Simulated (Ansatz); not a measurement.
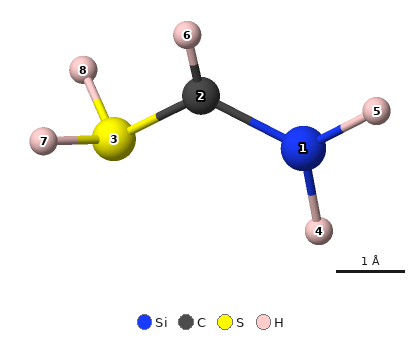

**Figure 1.** The input geometry (ball-and-stick view, seen at a tilt; atoms are numbered from 1 in the order of the input).

## CH5SSi (charge +1): nudged elastic band

The run: nudged elastic band of CH5SSi, charge +1, SMILES [SiH2]=C[SH2+]. Method and program: RHF/def2-TZVP (Ansatz 0.2.0).

It belongs to a series of runs on one base structure; here: band between the two ends. Figures and captions count atoms from 1; the log counts them from 0 in places.

## What the program printed
```
Engine: ansatz 0.2.0, x86_64-unknown-linux-gnu
Functional definition: HF
  exchange = exact_x
  correlation = 0
1083 factors; their error is unknown
mean field evaluation 1: about -19776.5419 eV, gradient 4.1e1 eV
mean field evaluation 2: about -19779.5259 eV, gradient 2.5e1 eV
mean field evaluation 4: about -19781.2473 eV, gradient 8.1e-1 eV
mean field evaluation 8: about -19781.5155 eV, gradient 4.3e-1 eV
mean field -19781.51568100 eV, -726.9572928839 hartree, gradient 1.3e-5 eV, S^2 0.000000; 0 other end points of the search recorded, 0 dependent functions left out
the calculation of the forces begins
reference -19781.51568100 eV, -726.9572928839 hartree; 20, 20 occupied and 115, 115 virtual orbitals, 1083 factors
1083 factors; their error is unknown
mean field evaluation 16: about -19779.3142 eV, gradient 2.5e1 eV
mean field -19781.34731700 eV, -726.9511056209 hartree, gradient 1.1e-5 eV, S^2 0.000000; 0 other end points of the search recorded, 0 dependent functions left out
[... from here on the field's lines of each further geometry are left out, up to the last ...]
NEB iter   1: max|band force component| = 1.719e0 eV/Å  barrier→ = 0.4819 eV  barrier← = 0.3135 eV  Δτ_max = 0.1840 Å  (297 SCF iters)
NEB iter   2: max|band force component| = 5.714e-1 eV/Å  barrier→ = 0.3368 eV  barrier← = 0.1684 eV  Δτ_max = 0.0348 Å  (220 SCF iters)
NEB iter   3: max|band force component| = 3.243e-1 eV/Å  barrier→ = 0.3258 eV  barrier← = 0.1574 eV  CI = image 4  Δτ_max = 0.1438 Å  (217 SCF iters)
NEB iter   4: max|band force component| = 1.593e-1 eV/Å  barrier→ = 0.3318 eV  barrier← = 0.1635 eV  CI = image 4  Δτ_max = 0.0201 Å  (219 SCF iters)
NEB iter   5: max|band force component| = 5.262e-2 eV/Å  barrier→ = 0.3315 eV  barrier← = 0.1632 eV  CI = image 4  Δτ_max = 0.0077 Å  (224 SCF iters)
the calculation of the forces begins
reference -19781.34346326 eV, -726.9509639985 hartree; 20, 20 occupied and 115, 115 virtual orbitals, 1083 factors
1083 factors; their error is unknown
mean field -19781.18423410 eV, -726.9451124349 hartree, gradient 2.3e-5 eV, S^2 0.000000; 1 other end points of the search recorded, 0 dependent functions left out
the calculation of the forces begins
reference -19781.18423410 eV, -726.9451124349 hartree; 20, 20 occupied and 115, 115 virtual orbitals, 1083 factors
NEB iter   6: max|band force component| = 1.657e-2 eV/Å  barrier→ = 0.3314 eV  barrier← = 0.1631 eV  CI = image 4  Δτ_max = 0.0000 Å  (617 SCF iters)
```

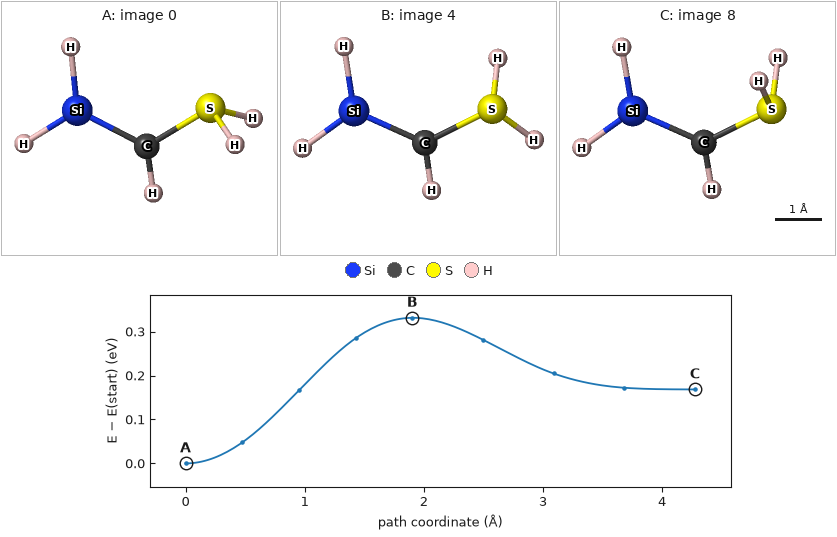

**Figure 2.** Images of the last band (counted from 0; ball-and-stick, seen at a tilt) above the energy along the path; the line is a cubic interpolation that uses the forces. The highest image is number 4, 0.331 eV above the start and 0.163 eV above the end (the climbing image); the end lies 0.168 eV above the start. The path is 4.28 Å long. The band converged in 6 iterations.

```
Total energy: -19781.18423410 eV, -726.9451124349 hartree
Atom 0 at    -1.215474     0.814617    -0.387425 Å, force    -0.000633    -0.007622    -0.002004 eV/Å
Atom 1 at     0.380190     0.384033     0.021418 Å, force    -0.006161     0.011718    -0.001073 eV/Å
Atom 2 at     1.154860    -1.178516    -0.173018 Å, force     0.001090    -0.000748     0.000917 eV/Å
Atom 3 at    -2.176598    -0.181930    -0.850015 Å, force    -0.000573     0.001178     0.000252 eV/Å
Atom 4 at    -1.642964     2.197520    -0.239250 Å, force     0.000905     0.001453     0.000424 eV/Å
Atom 5 at     1.084591     1.126804     0.348418 Å, force     0.005217    -0.006274     0.002075 eV/Å
Atom 6 at     2.066111    -1.141041     0.801022 Å, force     0.001152     0.001922    -0.000832 eV/Å
Atom 7 at     0.349285    -2.021487     0.478852 Å, force    -0.000996    -0.001626     0.000241 eV/Å
Dipole moment:     0.034142    -0.272612     0.205091 e Å
this run last wrote the band of iteration 6 to [file]
```

## The last band as extended XYZ (Å, eV, eV/Å)
```
8
Properties=species:S:1:pos:R:3:forces:R:3 image=0 energy=-19781.51568
Si   -0.8251    0.9502   -0.9330    0.0015   0.0000   0.0031
C     0.1277    0.2902    0.3268    0.0005   0.0025   0.0018
S     0.5596   -1.3770    0.3268    0.0000   0.0006   0.0000
H    -1.2910    0.1139   -2.0333   -0.0010  -0.0008  -0.0020
H    -1.1818    2.3617   -0.9179   -0.0004   0.0001  -0.0012
H     0.4881    0.8750    1.1518   -0.0006  -0.0016  -0.0013
H     1.8792   -1.3950    0.5320   -0.0004  -0.0006   0.0001
H     0.2432   -1.8189    1.5469    0.0005  -0.0003  -0.0004
8
Properties=species:S:1:pos:R:3:forces:R:3 image=1 energy=-19781.46786
Si   -0.9586    0.9138   -0.8325    0.0019   0.0038  -0.0078
C     0.2360    0.3188    0.2380   -0.0196  -0.0194   0.0214
S     0.7321   -1.3344    0.2082   -0.0459  -0.0026   0.0155
H    -1.6096    0.0289   -1.7922    0.0409   0.0159  -0.0463
H    -1.3736    2.3072   -0.7611    0.0049   0.0043  -0.0073
H     0.6951    0.9315    0.9898   -0.0458  -0.0075   0.0461
H     2.0034   -1.2884    0.6096    0.0143  -0.0228  -0.1145
H     0.2752   -1.8775    1.3402    0.0494   0.0284   0.0930
8
Properties=species:S:1:pos:R:3:forces:R:3 image=2 energy=-19781.34937
Si   -1.0725    0.8793   -0.7066    0.0030   0.0035  -0.0277
C     0.3046    0.3399    0.1479   -0.0123  -0.0191   0.0230
S     0.8956   -1.2924    0.0764   -0.0746  -0.0082   0.0136
H    -1.8688   -0.0471   -1.5046    0.0394   0.0271  -0.0752
H    -1.5066    2.2630   -0.5853   -0.0005   0.0072  -0.0015
H     0.8587    0.9887    0.7986   -0.0580  -0.0223   0.0814
H     2.0758   -1.1871    0.6862    0.0516  -0.0187  -0.1595
H     0.3132   -1.9443    1.0873    0.0514   0.0305   0.1460
8
Properties=species:S:1:pos:R:3:forces:R:3 image=3 energy=-19781.23065
Si   -1.1593    0.8474   -0.5575   -0.0076  -0.0060  -0.0262
C     0.3468    0.3598    0.0745   -0.0069   0.0046   0.0179
S     1.0394   -1.2421   -0.0546   -0.0461  -0.0144  -0.0060
H    -2.0572   -0.1154   -1.1879    0.0135   0.0227  -0.0569
H    -1.5921    2.2284   -0.4084    0.0000   0.0081   0.0030
H     0.9892    1.0538    0.5827   -0.0269  -0.0312   0.0611
H     2.0923   -1.1319    0.7549    0.0533   0.0046  -0.0995
H     0.3409   -1.9998    0.7963    0.0207   0.0115   0.1067
8
Properties=species:S:1:pos:R:3:forces:R:3 image=4 energy=-19781.18423
Si   -1.2155    0.8146   -0.3874   -0.0006  -0.0076  -0.0020
C     0.3802    0.3840    0.0214   -0.0062   0.0117  -0.0011
S     1.1549   -1.1785   -0.1730    0.0011  -0.0007   0.0009
H    -2.1766   -0.1819   -0.8500   -0.0006   0.0012   0.0003
H    -1.6430    2.1975   -0.2392    0.0009   0.0015   0.0004
H     1.0846    1.1268    0.3484    0.0052  -0.0063   0.0021
H     2.0661   -1.1410    0.8010    0.0012   0.0019  -0.0008
H     0.3493   -2.0215    0.4789   -0.0010  -0.0016   0.0002
8
Properties=species:S:1:pos:R:3:forces:R:3 image=5 energy=-19781.23425
Si   -1.2291    0.7799   -0.1964    0.0045  -0.0154   0.0174
C     0.4279    0.4238   -0.0375    0.0052   0.0254  -0.0085
S     1.2529   -1.0991   -0.2593    0.0319   0.0185   0.0093
H    -2.2166   -0.2662   -0.4440    0.0056  -0.0187   0.0461
H    -1.6715    2.1627   -0.0959   -0.0018  -0.0052  -0.0097
H     1.1449    1.2184    0.0698    0.0163   0.0133  -0.0424
H     1.9608   -1.2247    0.8677   -0.0406  -0.0219   0.0638
H     0.3308   -1.9948    0.0957   -0.0210   0.0039  -0.0760
8
Properties=species:S:1:pos:R:3:forces:R:3 image=6 energy=-19781.31099
Si   -1.2035    0.7621   -0.0172    0.0034  -0.0058   0.0115
C     0.4722    0.4686   -0.1159    0.0083   0.0241  -0.0092
S     1.3085   -1.0412   -0.3123    0.0141   0.0110   0.0184
H    -2.1686   -0.3334   -0.0141    0.0153  -0.0142   0.0353
H    -1.6912    2.1327    0.0246   -0.0079  -0.0054  -0.0093
H     1.1643    1.2872   -0.2016    0.0103   0.0015  -0.0280
H     1.7901   -1.3342    0.9018   -0.0397  -0.0187   0.0347
H     0.3282   -1.9419   -0.2653   -0.0037   0.0075  -0.0534
8
Properties=species:S:1:pos:R:3:forces:R:3 image=7 energy=-19781.34346
Si   -1.1603    0.7689    0.1449   -0.0084   0.0036   0.0130
C     0.4871    0.4947   -0.2071    0.0029   0.0080  -0.0133
S     1.3377   -1.0106   -0.3420    0.0076   0.0023   0.0170
H    -2.0670   -0.3403    0.4272    0.0065  -0.0026   0.0047
H    -1.6920    2.1239    0.1382   -0.0036  -0.0013  -0.0048
H     1.1394    1.3088   -0.4646    0.0047  -0.0072  -0.0024
H     1.5605   -1.4319    0.9079   -0.0087  -0.0029  -0.0024
H     0.3948   -1.9135   -0.6046   -0.0009   0.0001  -0.0118
8
Properties=species:S:1:pos:R:3:forces:R:3 image=8 energy=-19781.34732
Si   -0.7539    0.8421   -0.8175   -0.0017  -0.0015  -0.0021
C     0.2280    0.4624    0.5282    0.0016  -0.0083  -0.0010
S     0.9259   -1.0584    0.9837    0.0003   0.0121   0.0031
H    -1.1245   -0.1779   -1.7943   -0.0012   0.0005   0.0011
H    -1.2382    2.2013   -1.0101    0.0016   0.0012  -0.0012
H     0.5017    1.2155    1.2431    0.0007  -0.0002   0.0046
H    -0.0678   -1.9480    0.9723   -0.0059  -0.0031   0.0014
H     1.5287   -1.5370   -0.1054    0.0047  -0.0005  -0.0059
```

This output came from the following input.

## The input
```yaml
crystal:
  periodic: [false, false, false]
  atoms:
    - { symbol: Si, position_ang: [-0.825089, 0.950193, -0.933035] }
    - { symbol: C, position_ang: [0.127699, 0.290234, 0.326838] }
    - { symbol: S, position_ang: [0.559574, -1.377, 0.326764] }
    - { symbol: H, position_ang: [-1.290964, 0.113863, -2.033285] }
    - { symbol: H, position_ang: [-1.181777, 2.361655, -0.917886] }
    - { symbol: H, position_ang: [0.488086, 0.874954, 1.151758] }
    - { symbol: H, position_ang: [1.87924, -1.395037, 0.531983] }
    - { symbol: H, position_ang: [0.243231, -1.818862, 1.546864] }
total_charge: 1
basis:
  gaussian: { orbitals: def2-TZVP }
hamiltonian:
  xc: hf
neb:
  order_check: false
  images: 7
  f_tol: 0.05
  max_iterations: 60
  initial_path: idpp
  final_atoms:
    - { symbol: Si, position_ang: [-0.73646282, 0.8482674, -0.82690999] }
    - { symbol: C, position_ang: [0.22085115, 0.45947502, 0.53379507] }
    - { symbol: S, position_ang: [0.90478884, -1.06589802, 0.99522496] }
    - { symbol: H, position_ang: [-1.09445861, -0.16648616, -1.81387821] }
    - { symbol: H, position_ang: [-1.21195904, 2.21021106, -1.0224819] }
    - { symbol: H, position_ang: [0.48535992, 1.20867979, 1.25610242] }
    - { symbol: H, position_ang: [-0.09220027, -1.95141829, 0.96348095] }
    - { symbol: H, position_ang: [1.52408081, -1.5428308, -0.08533231] }
```

Launched with:
```bash
ansatz run input.yaml --threads 2 --pin off --max-ram 3072MiB --backend cpu --events-out ev --progress --plain --runs-dir out
```

## Results in brief

| quantity | value |
| --- | --- |
| outcome | converged |
| barrier, forward | 0.331 eV |
| barrier, backward | 0.163 eV |
| hardware | 2 threads of Intel Xeon (Sapphire Rapids), 16 GiB of memory available, shared host |
| wall time | 53 s (CPU time 99 s) |
| peak memory | 0.29 GiB |

## Remarks

The order of the saddle point was not checked.
